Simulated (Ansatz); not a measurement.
**BCl$_{2}$F···SiH$_{4}$: density, localisation and related maps**

Input

```
crystal:
  periodic: [false, false, false]
  atoms:
    - {symbol: B, position_ang: [-0.983281, -1.887474, 0.355914]}
    - {symbol: Si, position_ang: [0.846987, 1.472036, -0.263241]}
    - {symbol: Cl, position_ang: [-1.388441, -1.819238, -1.334272]}
    - {symbol: Cl, position_ang: [-1.876990, -0.977755, 1.539144]}
    - {symbol: H, position_ang: [1.128739, 0.070494, 0.144207]}
    - {symbol: F, position_ang: [0.004549, -2.652967, 0.748251]}
    - {symbol: H, position_ang: [-0.594361, 1.609065, -0.587357]}
    - {symbol: H, position_ang: [1.199029, 2.382476, 0.854668]}
    - {symbol: H, position_ang: [1.663769, 1.803265, -1.457314]}
basis:
  gaussian: {orbitals: def2-TZVPP}
hamiltonian: {xc: pbe0, dispersion: d4}
output: {orbitals: {seedname: orbitals}}
```

Run with:

```sh
ansatz run in.yaml --threads 4 --pin off --events-out ev --progress --plain --max-ram 9574MiB
```

The product side of a reaction path; geometry: PBE0-D4/def2-TZVP; a saddle point, not a minimum.

These are results of RKS PBE0-D4/def2-TZVPP (Ansatz), not measurements.

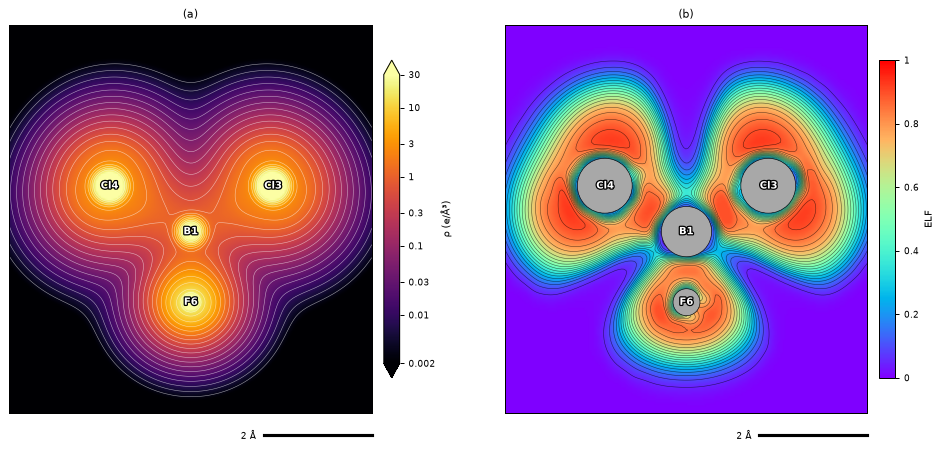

Figure 1. (a) electron density; (b) ELF on the plane of atoms Cl3, B1 and Cl4. Grey discs cover the atomic cores in the ELF map.

### What does the map show?

- The plane passes through B, Cl and F nuclei.
- B–F (1.31 Å): the density is about 2.3 e/Å³ at the midpoint; the ELF peaks at about 0.85 between the atoms: a polar covalent bond.
- B–Cl (1.74 Å): ρ at the midpoint is about 1.4 e/Å³; the ELF peaks at about 0.90 between the atoms; a polar covalent bond.
- The ELF also peaks beside F6, Cl3 and Cl4, away from the bonds: lone-pair regions.

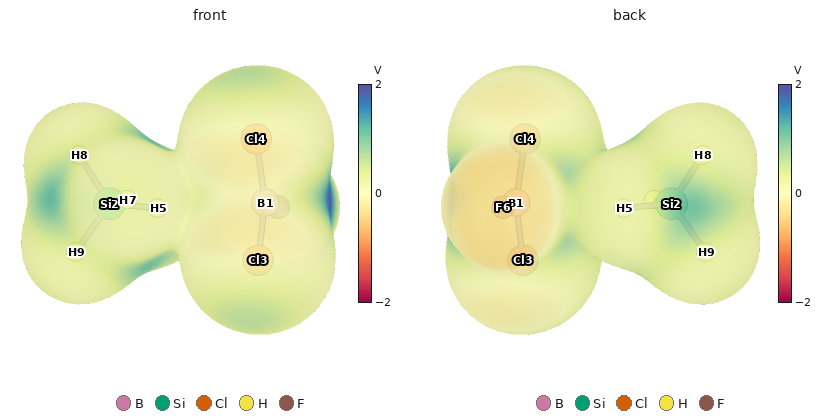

Figure 2. The electrostatic potential painted on the density surface at 0.002 e/bohr³, seen from the front and from behind; the colour scale runs from red (negative) to blue (positive).

### Where is the surface potential most negative and most positive?

The most negative region (about −0.4 V) lies over F6, the most positive (about +1.8 V) over B1. Cl3 shows a σ-hole: about +0.7 V at the tip opposite its bond, against about +0.1 V on its flanks. Cl4 shows a σ-hole: about +0.7 V at the tip opposite its bond, against about +0.1 V on its flanks.

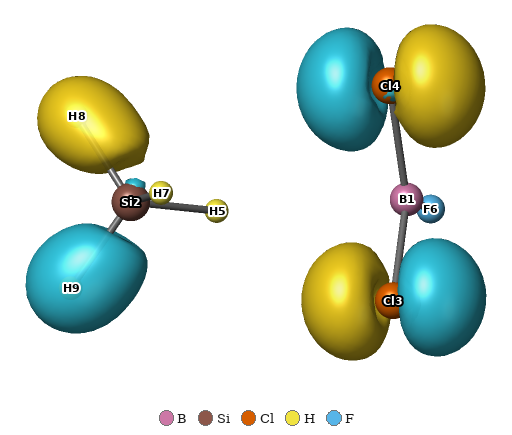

Figure 3. The HOMO−1 at ±0.15 Å⁻³ᐟ² (yellow and cyan are the two phases), seen across its widest extent.

### Describe this orbital and give its energy.

Its weight (Hirshfeld) is mainly on Cl4 (about 35 %), Cl3 (about 30 %), Si2 (about 15 %), H9 (about 10 %) and H8 (about 10 %). Its energy is −9.85 eV.
